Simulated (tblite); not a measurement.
Geometry relaxation of C₇H₁₁GeN

- system: C₇H₁₁GeN
- method: GFN2-xTB geometry optimisation, gas phase (tblite 0.8.0)

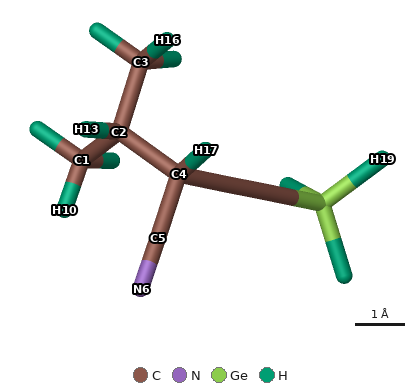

Fig. 1: The structure as given in the input (stick view, seen at a tilt; atoms are numbered from 1 in the order of the input). Sticks mark near contacts. Bond lengths as drawn: C–C 1.21 to 1.55 Å, C–Ge 1.89 Å, C–H 1.10 to 1.12 Å, C–N 1.16 Å and Ge–H 1.55 to 1.56 Å.

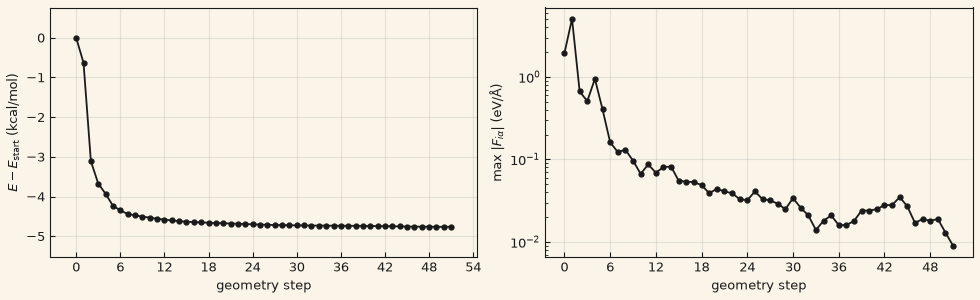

Fig. 2: Progress of the relaxation, step by step (steps are counted from 0).

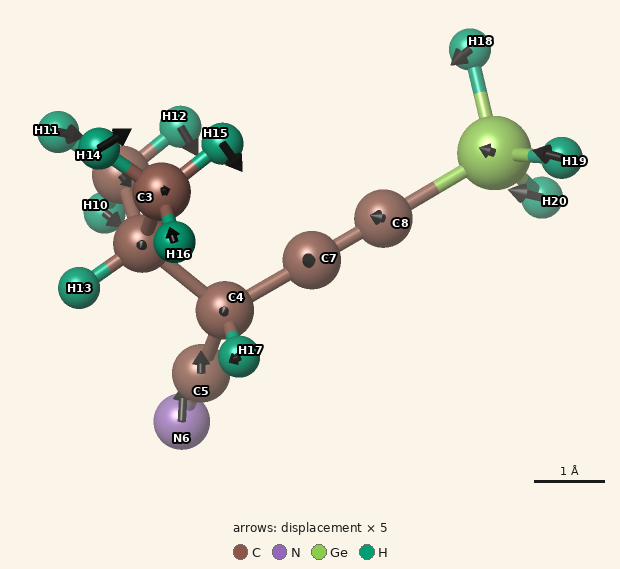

Fig. 3: The starting structure with the displacements as black arrows, magnified 5 times (ball-and-stick view, seen at a tilt). The two geometries are laid on each other by the best rigid fit. The largest moves after the best rigid fit, 0.11 Å, are those of N6, H14 and H20. By element the largest moves are H 0.11 Å, N 0.11 Å, C 0.07 Å, Ge 0.05 Å. Distances before and after: Ge9–H19 1.556 → 1.491 Å, Ge9–H18 1.550 → 1.491 Å, C1–H11 1.121 → 1.087 Å, C4–C5 1.474 → 1.448 Å. Among the angles that change: C3–C2–H13 106.7° → 109.1°. The energy falls by 4.76 kcal/mol in 51 geometry steps. Largest force component: 1.9 eV/Å at the start, 0.009 eV/Å at the end. (Atoms are counted from 1 in the order of the input.)

The input and output of the run follow.

Input file:
```
{"job": {"kind": "relax", "xc": "GFN2-xTB", "basis": "xTB"}, "charge": 0, "multiplicity": 1}
C     -1.264000    -0.310200    -1.555300
C     -1.541800    -0.483000    -0.058000
C     -1.963500     0.842700     0.580200
C     -0.329800    -1.089000     0.704400
C     -0.055000    -2.470400     0.270600
N      0.157200    -3.549900    -0.093400
C      0.892700    -0.285400     0.562900
C      1.895800     0.381800     0.449700
Ge     3.458800     1.421800     0.252600
H     -0.999500    -1.276800    -2.016800
H     -2.193600     0.060300    -2.061100
H     -0.459600     0.421300    -1.729400
H     -2.400600    -1.187400     0.068200
H     -2.887300     1.220000     0.074300
H     -1.178100     1.621100     0.474500
H     -2.203000     0.710400     1.667700
H     -0.573900    -1.146300     1.798400
H      3.273800     2.393700    -0.940700
H      3.695100     2.237800     1.556800
H      4.671200     0.498200    -0.008600
```

The first line tells a small driver script what to run in tblite; the rest is the geometry in Å.

Launch command:
```bash
OMP_NUM_THREADS=1 python <driver script> task.json out
```

The program's output:
```
step      E/eV     max force
  0    -689.26231    2.092
  1    -689.28969    5.373
  2    -689.39713    0.793
  3    -689.42154    0.609
  4    -689.43276    1.124
  5    -689.44580    0.414
  6    -689.45078    0.223
  7    -689.45484    0.128
  8    -689.45618    0.132
  9    -689.45765    0.097
 10    -689.45881    0.070
 11    -689.45997    0.091
 12    -689.46094    0.088
 13    -689.46185    0.083
 14    -689.46262    0.082
 15    -689.46321    0.055
 16    -689.46364    0.058
 17    -689.46400    0.058
 18    -689.46434    0.050
 19    -689.46464    0.044
 20    -689.46493    0.049
 21    -689.46522    0.047
 22    -689.46552    0.052
 23    -689.46581    0.047
 24    -689.46609    0.042
 25    -689.46637    0.052
 26    -689.46664    0.039
 27    -689.46684    0.038
 28    -689.46698    0.035
 29    -689.46711    0.028
 30    -689.46724    0.035
 31    -689.46736    0.028
 32    -689.46744    0.021
 33    -689.46749    0.016
 34    -689.46754    0.018
 35    -689.46760    0.022
 36    -689.46765    0.018
 37    -689.46769    0.019
 38    -689.46774    0.018
 39    -689.46781    0.024
 40    -689.46791    0.029
 41    -689.46803    0.030
 42    -689.46814    0.037
 43    -689.46825    0.036
 44    -689.46839    0.038
 45    -689.46852    0.030
 46    -689.46861    0.018
 47    -689.46867    0.021
 48    -689.46872    0.021
 49    -689.46878    0.021
 50    -689.46882    0.016
 51    -689.46883    0.010
```

Trajectory as extended XYZ (Å, eV, eV/Å), 5 of the 52 frames kept, from step=0 to step=51:
```
20
Properties=species:S:1:pos:R:3:forces:R:3 step=0 energy=-689.26231
C    -1.2640   -0.3102   -1.5553   -0.4990   0.0640  -0.3470
C    -1.5418   -0.4830   -0.0580   -0.4200  -0.1850   0.1030
C    -1.9635    0.8427    0.5802   -0.4190   0.5280   0.2840
C    -0.3298   -1.0890    0.7044    0.2670  -0.4080   0.2730
C    -0.0550   -2.4704    0.2706    0.2370  -1.0080  -0.5620
N     0.1572   -3.5499   -0.0934   -0.3940   1.9350   0.6900
C     0.8927   -0.2854    0.5629   -0.0570  -0.0450  -0.0580
C     1.8958    0.3818    0.4497   -0.4370  -0.3000   0.0200
Ge    3.4588    1.4218    0.2526    0.6420   0.4480  -0.0130
H    -0.9995   -1.2768   -2.0168   -0.0130   0.4680   0.2130
H    -2.1936    0.0603   -2.0611    0.8240  -0.2800   0.4210
H    -0.4596    0.4213   -1.7294   -0.2890  -0.3630   0.0880
H    -2.4006   -1.1874    0.0682    0.5340   0.2460  -0.1150
H    -2.8873    1.2200    0.0743    0.7620  -0.2910   0.4320
H    -1.1781    1.6211    0.4745   -0.4450  -0.5680   0.1120
H    -2.2030    0.7104    1.6677    0.2560   0.1450  -0.9440
H    -0.5739   -1.1463    1.7984    0.0850   0.0450  -0.6120
H     3.2738    2.3937   -0.9407    0.0660  -0.4380   0.5430
H     3.6951    2.2378    1.5568   -0.1330  -0.3980  -0.6440
H     4.6712    0.4982   -0.0086   -0.5650   0.4040   0.1170
20
Properties=species:S:1:pos:R:3:forces:R:3 step=13 energy=-689.46185
C    -1.2667   -0.3154   -1.5399    0.0010  -0.0110   0.0030
C    -1.5530   -0.4856   -0.0520    0.0020  -0.0260   0.0140
C    -1.9647    0.8394    0.5800   -0.0010  -0.0020   0.0010
C    -0.3316   -1.0703    0.6967    0.0760  -0.0050   0.0330
C    -0.0538   -2.4184    0.2457   -0.0280  -0.0100   0.0350
N     0.1436   -3.4927   -0.0893    0.0180   0.0120  -0.0460
C     0.8732   -0.2684    0.5448    0.0620   0.0360  -0.0050
C     1.8863    0.3762    0.4339    0.0060   0.0310  -0.0160
Ge    3.4554    1.4191    0.2525   -0.0330  -0.0190  -0.0100
H    -0.9846   -1.2655   -1.9895    0.0110   0.0020  -0.0010
H    -2.1587    0.0527   -2.0421    0.0250   0.0020  -0.0310
H    -0.4588    0.3975   -1.6972   -0.0030  -0.0140   0.0170
H    -2.3651   -1.2106    0.0697   -0.0810   0.0050  -0.0120
H    -2.8558    1.2205    0.0873    0.0020   0.0270   0.0090
H    -1.1682    1.5738    0.4750    0.0050  -0.0070   0.0030
H    -2.1847    0.7156    1.6388   -0.0090   0.0110   0.0000
H    -0.5697   -1.1311    1.7689   -0.0120  -0.0080   0.0070
H     3.2673    2.3550   -0.8948   -0.0010  -0.0080   0.0030
H     3.6683    2.1996    1.5068   -0.0190  -0.0190  -0.0070
H     4.6160    0.5194    0.0015   -0.0240   0.0030   0.0020
20
Properties=species:S:1:pos:R:3:forces:R:3 step=26 energy=-689.46664
C    -1.2522   -0.3260   -1.5277   -0.0030  -0.0030  -0.0130
C    -1.5597   -0.4892   -0.0423   -0.0170  -0.0010  -0.0140
C    -1.9592    0.8430    0.5828   -0.0070   0.0080   0.0110
C    -0.3380   -1.0740    0.7118   -0.0320   0.0050  -0.0150
C    -0.0571   -2.4142    0.2417    0.0260   0.0030   0.0160
N     0.1603   -3.4701   -0.1366   -0.0070  -0.0180  -0.0080
C     0.8623   -0.2676    0.5480    0.0010   0.0010   0.0100
C     1.8638    0.3893    0.4127    0.0080   0.0000  -0.0020
Ge    3.4368    1.4191    0.2388    0.0310   0.0240  -0.0030
H    -0.9642   -1.2768   -1.9718    0.0070  -0.0150   0.0170
H    -2.1288    0.0446   -2.0548    0.0080   0.0080   0.0180
H    -0.4368    0.3811   -1.6689    0.0020   0.0030  -0.0040
H    -2.3859   -1.2018    0.0742    0.0190   0.0090   0.0000
H    -2.8402    1.2409    0.0848    0.0150   0.0070  -0.0090
H    -1.1490    1.5631    0.4861    0.0000   0.0050  -0.0020
H    -2.1909    0.7235    1.6395   -0.0080   0.0050   0.0130
H    -0.5718   -1.1319    1.7845   -0.0130  -0.0330  -0.0070
H     3.2715    2.3617   -0.9053   -0.0110  -0.0020   0.0040
H     3.6422    2.1843    1.5028   -0.0090   0.0050  -0.0060
H     4.5920    0.5119   -0.0033   -0.0110  -0.0100  -0.0050
20
Properties=species:S:1:pos:R:3:forces:R:3 step=38 energy=-689.46774
C    -1.2454   -0.3281   -1.5238    0.0030  -0.0040   0.0030
C    -1.5590   -0.4857   -0.0392    0.0090   0.0010   0.0040
C    -1.9551    0.8489    0.5847    0.0040  -0.0050  -0.0010
C    -0.3410   -1.0785    0.7147    0.0120  -0.0020   0.0010
C    -0.0521   -2.4139    0.2328   -0.0060  -0.0090   0.0120
N     0.1652   -3.4688   -0.1489    0.0000   0.0180  -0.0020
C     0.8591   -0.2676    0.5623   -0.0060  -0.0030  -0.0090
C     1.8573    0.3915    0.4122   -0.0030  -0.0020   0.0130
Ge    3.4311    1.4220    0.2335   -0.0160  -0.0080   0.0030
H    -0.9599   -1.2839   -1.9589    0.0060  -0.0030  -0.0050
H    -2.1183    0.0435   -2.0550   -0.0040   0.0120   0.0010
H    -0.4261    0.3747   -1.6653   -0.0030  -0.0020  -0.0020
H    -2.3873   -1.1948    0.0752   -0.0050  -0.0020   0.0020
H    -2.8274    1.2528    0.0764    0.0090   0.0080  -0.0080
H    -1.1393    1.5641    0.4964   -0.0020  -0.0030   0.0020
H    -2.2003    0.7314    1.6388    0.0040  -0.0030   0.0000
H    -0.5810   -1.1554    1.7851   -0.0010   0.0000  -0.0100
H     3.2636    2.3645   -0.9099   -0.0080  -0.0030  -0.0050
H     3.6324    2.1885    1.4966    0.0090   0.0050   0.0010
H     4.5784    0.5056   -0.0107    0.0020   0.0060  -0.0010
20
Properties=species:S:1:pos:R:3:forces:R:3 step=51 energy=-689.46883
C    -1.2381   -0.3307   -1.5211   -0.0010   0.0000  -0.0030
C    -1.5559   -0.4860   -0.0374    0.0000  -0.0010   0.0000
C    -1.9392    0.8539    0.5827    0.0000  -0.0020   0.0010
C    -0.3458   -1.0894    0.7206   -0.0020   0.0000   0.0050
C    -0.0528   -2.4193    0.2270   -0.0030   0.0030  -0.0020
N     0.1716   -3.4667   -0.1707   -0.0030   0.0010   0.0050
C     0.8540   -0.2767    0.5825   -0.0010  -0.0030  -0.0040
C     1.8490    0.3902    0.4475    0.0020  -0.0050  -0.0020
Ge    3.4135    1.4265    0.2342    0.0010   0.0000  -0.0010
H    -0.9619   -1.2881   -1.9585    0.0020  -0.0010  -0.0020
H    -2.1074    0.0519   -2.0507    0.0010   0.0050  -0.0090
H    -0.4121    0.3645   -1.6605    0.0020  -0.0020  -0.0020
H    -2.3923   -1.1861    0.0755   -0.0010  -0.0010  -0.0020
H    -2.7899    1.2779    0.0545    0.0010   0.0030   0.0020
H    -1.1071    1.5525    0.5158   -0.0010  -0.0020   0.0020
H    -2.2114    0.7376    1.6301    0.0050   0.0000   0.0030
H    -0.5946   -1.1749    1.7877   -0.0040  -0.0040   0.0060
H     3.2142    2.3496   -0.9202   -0.0010   0.0030   0.0020
H     3.6413    2.2111    1.4817   -0.0020   0.0020  -0.0030
H     4.5599    0.5129   -0.0238    0.0040   0.0040   0.0000
```

Summary:

| quantity | value |
| --- | --- |
| outcome | converged |
| total energy | −689.4688 eV |
| hardware | 1 CPU thread, shared host |
| wall time | 0.72 s |
| peak memory | 0.18 GiB |
